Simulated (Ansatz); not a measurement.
# CH7NOSi (SMILES CO[SiH2]N) at 6 levels

Wanted: a comparison of 6 runs (HF/STO-3G, B3LYP/6-31G*, B3LYP/cc-pVDZ, BHLYP/cc-pVDZ, CAM-B3LYP/cc-pVDZ, wB97X/cc-pVDZ) of CH7NOSi. 

The calculation is run with Ansatz 0.2.0.

123 further runs of the same task are left out: 123 set aside as unsound or not needed.

## (1) The structure to begin with

The species is CH7NOSi (11 atoms), meant as a singlet with charge 0. As SMILES, `CO[SiH2]N`. The N4–H11 distance was set to 1.510 Å, away from the relaxed value. At this shape a bond of the SMILES string is far longer than usual.

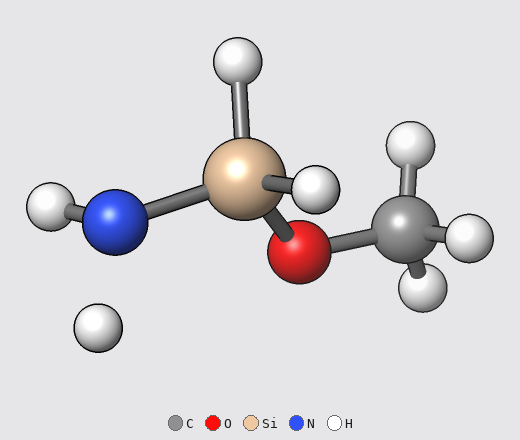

The structure, seen from a chosen angle (carbon grey, oxygen red, silicon light orange, nitrogen blue, hydrogen white).

## (2) A single-point energy at HF/STO-3G (run 1)

Input file job.yaml:

```yaml
crystal:
  periodic: [false, false, false]
  atoms:
    - {symbol: C, position_ang: [-0.779751, 1.692450, 0.987555]}
    - {symbol: O, position_ang: [-0.735051, 0.489250, 0.260255]}
    - {symbol: Si, position_ang: [0.409349, -0.662150, 0.541655]}
    - {symbol: "N", position_ang: [0.220249, -2.026350, -0.456345]}
    - {symbol: H, position_ang: [0.133949, 2.283450, 0.849655]}
    - {symbol: H, position_ang: [-1.625951, 2.281750, 0.629755]}
    - {symbol: H, position_ang: [-0.915151, 1.512350, 2.061155]}
    - {symbol: H, position_ang: [0.297449, -1.099350, 1.959655]}
    - {symbol: H, position_ang: [1.750149, -0.074450, 0.275255]}
    - {symbol: H, position_ang: [-0.527851, -2.680550, -0.295945]}
    - {symbol: H, position_ang: [0.593600, -1.968000, -1.918400]}
basis:
  gaussian: {orbitals: STO-3G}
output: {orbitals: {seedname: orbitals}}
accuracy: high
hamiltonian: {xc: hf}
```

Started as:

```console
ansatz run job.yaml --threads 1 --pin off --max-ram 3480MiB --events-out events.jsonl --progress --plain --runs-dir runs
```

The log of the run:

```text
Warning: RAYON_NUM_THREADS=1 ignored (pool sized by the plan → 1); use --threads N
Functional definition: HF
  name "HF"
  exchange = exact_x
  correlation = 0
627 factors; integrals over basis functions are off by at most 5.1e-9 eV
mean field evaluation 1: about -12366.9486 eV, gradient 2.5e1 eV
mean field evaluation 2: about -12367.0925 eV, gradient 2.5e1 eV
mean field evaluation 4: about -12369.3088 eV, gradient 1.5e0 eV
mean field evaluation 8: about -12369.3213 eV, gradient 9.7e-4 eV
mean field -12369.32128451 eV, -454.5641729787 hartree, gradient 3.3e-8 eV, S^2 0.000000; 0 other end points of the search recorded, 0 dependent functions left out
reference -12369.32128451 eV, -454.5641729787 hartree; 21, 21 occupied and 10, 10 virtual orbitals, 627 factors
Total energy: -12369.32128451 eV, -454.5641729787 hartree
```

Run time: 0.26 s. Hardware: 1 thread of Arm Neoverse V2, shared host.

## (3) A single-point energy at B3LYP/6-31G(d) (Cartesian functions) (run 2)

Input file run.yaml:

```yaml
basis:
  gaussian: {orbitals: "6-31G*"}
crystal:
  periodic: [false, false, false]
  atoms:
    - {symbol: C, position_ang: [-0.779751, 1.692450, 0.987555]}
    - {symbol: O, position_ang: [-0.735051, 0.489250, 0.260255]}
    - {symbol: Si, position_ang: [0.409349, -0.662150, 0.541655]}
    - {symbol: "N", position_ang: [0.220249, -2.026350, -0.456345]}
    - {symbol: H, position_ang: [0.133949, 2.283450, 0.849655]}
    - {symbol: H, position_ang: [-1.625951, 2.281750, 0.629755]}
    - {symbol: H, position_ang: [-0.915151, 1.512350, 2.061155]}
    - {symbol: H, position_ang: [0.297449, -1.099350, 1.959655]}
    - {symbol: H, position_ang: [1.750149, -0.074450, 0.275255]}
    - {symbol: H, position_ang: [-0.527851, -2.680550, -0.295945]}
    - {symbol: H, position_ang: [0.593600, -1.968000, -1.918400]}
hamiltonian: {xc: {name: B3LYP}}
accuracy: high
output: {orbitals: {seedname: orbitals}}
```

Started as:

```console
ansatz run run.yaml --threads 1 --pin off --max-ram 3480MiB --events-out events.jsonl --progress --plain --runs-dir runs
```

The log of the run:

```text
Warning: RAYON_NUM_THREADS=1 ignored (pool sized by the plan → 1); use --threads N
Functional definition: B3LYP
  name "B3LYP"
  parameter a0 = 0.2
  parameter ax = 0.72
  parameter ac = 0.81
  exchange = (1 - a0 - ax)*slater_x + ax*b88_x + a0*exact_x
  correlation = (1 - ac)*vwn_rpa_c + ac*lyp_c
1822 factors; integrals over basis functions are off by at most 7.4e-9 eV
mean field evaluation 1: about -12554.4387 eV, gradient 7.1e1 eV
mean field evaluation 2: about -12534.3341 eV, gradient 1.1e2 eV
mean field evaluation 4: about -12564.6570 eV, gradient 6.0e0 eV
mean field evaluation 8: about -12564.9024 eV, gradient 7.3e-1 eV
mean field evaluation 16: about -12564.9034 eV, gradient 4.5e-5 eV
mean field -12564.90341514 eV, -461.7516837090 hartree, gradient 4.9e-8 eV, S^2 0.000000; 0 other end points of the search recorded, 0 dependent functions left out
reference -12564.90345580 eV, -461.7516852033 hartree; 21, 21 occupied and 57, 57 virtual orbitals, 1822 factors
Total energy: -12564.90345580 eV, -461.7516852033 hartree
```

Wall time 7.2 s (1 thread of Arm Neoverse V2, shared host); peak memory 0.25 GiB.

## (4) A single-point energy at B3LYP/cc-pVDZ (run 3)

Changes to job.yaml since step 2:

```diff
@@ -15,5 +15,7 @@
 basis:
-  gaussian: {orbitals: STO-3G}
+  gaussian:
+    orbitals: cc-pVDZ
+hamiltonian:
+  xc: {name: B3LYP}
+accuracy: high
 output: {orbitals: {seedname: orbitals}}
-accuracy: high
-hamiltonian: {xc: hf}
```

Started as:

```console
ansatz run job.yaml --threads 1 --pin off --max-ram 3480MiB --events-out events.jsonl --progress --plain --runs-dir runs
```

The log of the run, shortened:

```text
Warning: RAYON_NUM_THREADS=1 ignored (pool sized by the plan → 1); use --threads N
[... 7 set-up lines as earlier in the session ...]
2302 factors; integrals over basis functions are off by at most 6.2e-9 eV
mean field evaluation 1: about -12554.9942 eV, gradient 6.9e1 eV
mean field evaluation 2: about -12535.7320 eV, gradient 1.1e2 eV
mean field evaluation 4: about -12565.0907 eV, gradient 5.8e0 eV
mean field evaluation 8: about -12565.3479 eV, gradient 6.1e-1 eV
mean field evaluation 16: about -12565.3487 eV, gradient 2.7e-5 eV
mean field -12565.34866604 eV, -461.7680463776 hartree, gradient 4.4e-8 eV, S^2 0.000000; 0 other end points of the search recorded, 0 dependent functions left out
reference -12565.34871175 eV, -461.7680480577 hartree; 21, 21 occupied and 74, 74 virtual orbitals, 2302 factors
Total energy: -12565.34871175 eV, -461.7680480577 hartree
```

It took 9 s on 1 thread of Arm Neoverse V2, shared host; peak memory 0.34 GiB.

Runs 4 to 5 aren't shown in full; the table further down has their settings and results.

## (5) The energy at wB97X/cc-pVDZ (run 6)

Input file in.yaml:

```yaml
crystal:
  periodic: [false, false, false]
  atoms:
    - {symbol: C, position_ang: [-0.779751, 1.692450, 0.987555]}
    - {symbol: O, position_ang: [-0.735051, 0.489250, 0.260255]}
    - {symbol: Si, position_ang: [0.409349, -0.662150, 0.541655]}
    - {symbol: N, position_ang: [0.220249, -2.026350, -0.456345]}
    - {symbol: H, position_ang: [0.133949, 2.283450, 0.849655]}
    - {symbol: H, position_ang: [-1.625951, 2.281750, 0.629755]}
    - {symbol: H, position_ang: [-0.915151, 1.512350, 2.061155]}
    - {symbol: H, position_ang: [0.297449, -1.099350, 1.959655]}
    - {symbol: H, position_ang: [1.750149, -0.074450, 0.275255]}
    - {symbol: H, position_ang: [-0.527851, -2.680550, -0.295945]}
    - {symbol: H, position_ang: [0.593600, -1.968000, -1.918400]}
basis:
  gaussian: {orbitals: cc-pVDZ}
hamiltonian: {xc: {name: wB97X}}
accuracy: high
output: {orbitals: {seedname: orbitals}}
```

Started as:

```console
ansatz run in.yaml --threads 1 --pin off --max-ram 3480MiB --events-out events.jsonl --progress --plain --runs-dir runs
```

The log of the run, shortened:

```text
Warning: RAYON_NUM_THREADS=1 ignored (pool sized by the plan → 1); use --threads N
Functional definition: wB97X
  name "wB97X"
[...]
      + exact_x_lr(omega)
[...]
      + integral(e_c_pw_opposite_spin*poly(b97_u_opposite, 1, cos1, cos2, cos3, cos4))
2302 factors; integrals over basis functions are off by at most 6.2e-9 eV
410 factors; integrals over basis functions are off by at most 2.3e-9 eV
[...]
mean field -12563.25430576 eV, -461.6910800571 hartree, gradient 9.2e-8 eV, S^2 0.000000; 0 other end points of the search recorded, 0 dependent functions left out
reference -12563.25430242 eV, -461.6910799342 hartree; 21, 21 occupied and 74, 74 virtual orbitals, 2302 factors
Total energy: -12563.25430242 eV, -461.6910799342 hartree
```

Run time: 30 s. Hardware: 1 thread of Arm Neoverse V2, shared host; peak memory 0.57 GiB.

## (6) All runs side by side

| run | level | Cartesian functions | energy (Eh) | HOMO energy (eV) | LUMO energy (eV) | HOMO–LUMO gap (eV) | wall time |
| --- | --- | --- | --- | --- | --- | --- | --- |
| 1 | HF/STO-3G | no | -454.564173 | -8.19 | 8.26 | 16.45 | 0.26 s |
| 2 | B3LYP/6-31G* (Cartesian functions) | yes | -461.751685 | -7.05 | -1.41 | 5.64 | 7.2 s |
| 3 | B3LYP/cc-pVDZ | no | -461.768048 | -7.06 | -1.49 | 5.57 | 9 s |
| 4 | BHLYP/cc-pVDZ | no | -461.643443 | -8.77 | -0.09 | 8.68 | 11 s |
| 5 | CAM-B3LYP/cc-pVDZ | no | -461.672182 | -8.77 | -0.01 | 8.75 | 10 s |
| 6 | wB97X/cc-pVDZ | no | -461.691080 | -9.85 | 1.09 | 10.94 | 30 s |

## (7) Summary of results

| quantity | value |
| --- | --- |
| run 6: total energy | -461.69108 Eh |
| run 6: HOMO energy | -9.85 eV |
| run 6: LUMO energy | 1.09 eV |
| run 6: HOMO–LUMO gap | 10.94 eV |

**Reading.** The HOMO–LUMO gap runs from 5.57 eV (B3LYP/cc-pVDZ) to 16.45 eV (HF/STO-3G). The two ends differ in method and basis. Totals of different functionals can't be ranked against each other. In run 1 the basis is minimal, so the values are rough. All runs together took 68 s, the longest 30 s.
